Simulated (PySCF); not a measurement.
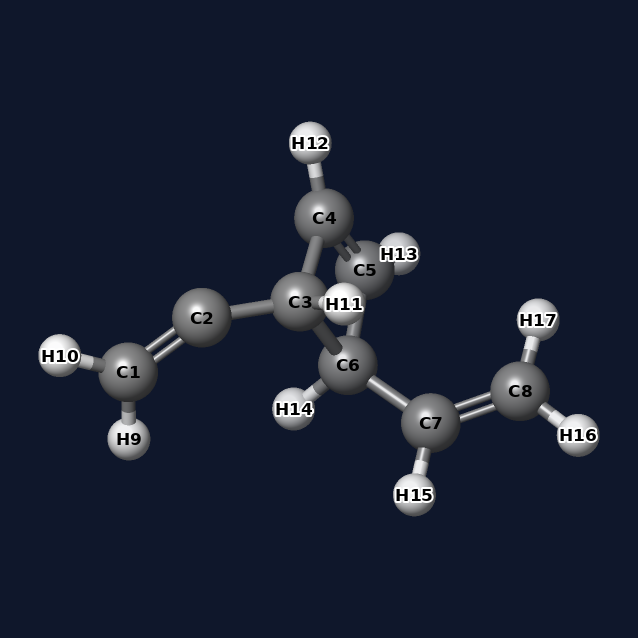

The species is neutral and a spin doublet. Computed geometry: GFN2-xTB optimisation. No frequency run is at hand to confirm it as a minimum. Level of theory: UKS B3LYP, pcH-1 on C H, non-relativistic (PySCF 2.14.0). Fermi-contact and spin-dipolar terms alone, no spin-orbit part.

> Which nucleus has the largest dipolar (anisotropic) hyperfine coupling?

13C at C2: principal values −78.8, −60.2, 139.0 MHz.

List the isotropic and dipolar parts for the most strongly coupled nuclei, one of each equivalent set.

```
atom  isotope  a_iso (MHz)   dipolar part (MHz)
  C2      13C        219.4  −78.8, −60.2, 139.0
  C6      13C         71.0   −11.3, −10.6, 21.9
  C1      13C        −12.2     −16.0, 2.0, 14.1
 H10       1H        118.7     −5.9, −4.8, 10.8
 H11       1H         21.5     −6.1, −4.5, 10.6
  C3      13C         −0.6      −6.7, −2.2, 8.9
  C8      13C          5.1      −4.2, −3.6, 7.7
 H14       1H         −8.2      −7.0, −0.3, 7.3
```
